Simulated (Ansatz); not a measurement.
# InS (charge +1): ladder of basis sets, by script

Aim: a ladder of basis sets, for InS (charge +1), run from a script.

Computed with Ansatz 0.2.0, driven from Python. The levels of theory stand in the script.

## 1. The system

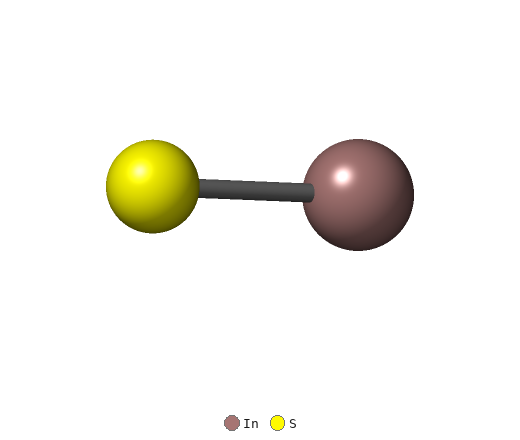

The structure that the script starts from, seen from a chosen angle (indium brown, sulfur yellow).

The script reads ins.xyz:

```xyz
2

In    0.00000    0.00000    0.00000
S     0.00000    0.00000    2.47500
```

## 2. Script

ins_basis.py reads:

```python
# -*- coding: utf-8 -*-
"""How the energy of InS(+) converges with the basis."""

import ansatz as az

XC = "PBE0"
VDW = "d3bj"
NET_CHARGE = 1

ins = az.Crystal.molecule_from_extxyz("ins.xyz")

calc = ins.calculation().functional(XC, dispersion=VDW).charge(NET_CHARGE).spin("collinear", total=2)

energies = {}
for basis in ["def2-SVP", "def2-SVPD", "def2-TZVP", "def2-TZVPP"]:
    r = calc.basis(gaussian=basis).run(threads=1, pin="off").report
    size = r["n_frozen"] + r["n_occupied"][0] + r["n_virtual"][0]
    energies[basis] = (r["reference_energy_ev"] / 27.211386246, r["free_energy_ev"] / 27.211386246)
    print(f"{basis:14s} {size:4d} orbitals  reference {energies[basis][0]:14.6f} Ha  total {energies[basis][1]:14.6f} Ha")

last = energies["def2-TZVPP"][1]
for basis, (_, total) in energies.items():
    print(f"{basis:14s} lies {27.211386 * (total - last):9.4f} eV above def2-TZVPP")
```

## 3. Launch

On the command line:

```bash
> python ins_basis.py
```

The program printed:

```text
def2-SVP         44 orbitals  reference    -587.753002 Ha  total    -587.754550 Ha
def2-SVPD        59 orbitals  reference    -587.756421 Ha  total    -587.757968 Ha
def2-TZVP        87 orbitals  reference    -587.895119 Ha  total    -587.896666 Ha
def2-TZVPP       92 orbitals  reference    -587.895170 Ha  total    -587.896717 Ha
def2-SVP       lies    3.8686 eV above def2-TZVPP
def2-SVPD      lies    3.7756 eV above def2-TZVPP
def2-TZVP      lies    0.0014 eV above def2-TZVPP
def2-TZVPP     lies    0.0000 eV above def2-TZVPP
```

Run time: 14 s. Hardware: 1 thread of Arm Neoverse V1, shared host; peak memory 0.26 GiB.

## 4. Run by run

From the records of these 4 runs:

```csv
run,basis,energy (eV),<S²>,SCF cycles,CPU time (s)
1,def2-SVP,-15993.6161,2.01,22,1.7
2,def2-SVPD,-15993.7091,2.01,26,3
3,def2-TZVP,-15997.4832,2.01,23,4.5
4,def2-TZVPP,-15997.4846,2.01,23,4.5
```

## 5. Outcome

```
                           quantity                      value
                      runs compared                          4
change of the total from set to set  -0.093, -3.774, -0.001 eV
```

**Reading.** Against def2-SVP: def2-SVPD -3.4 mHa, def2-TZVP -142.1 mHa and def2-TZVPP -142.2 mHa. The last step alone is -0.05 mHa (these two sets differ little on atoms other than hydrogen). From the first set to the last the time grows from 1.7 to 4.5 s. The drop along the ladder measures the basis error, and is no property of the molecule. The geometry is a force-field or estimated start, not a minimum of this method, and the last set is no limit. Much of the fall in a total is atomic energy, which cancels in bond and reaction energies. def2 sets replace the cores of elements past krypton by effective core potentials. The species is open-shell (spin multiplicity 3). Total less reference energy is the dispersion correction. The spin state was assumed, and another may lie lower.
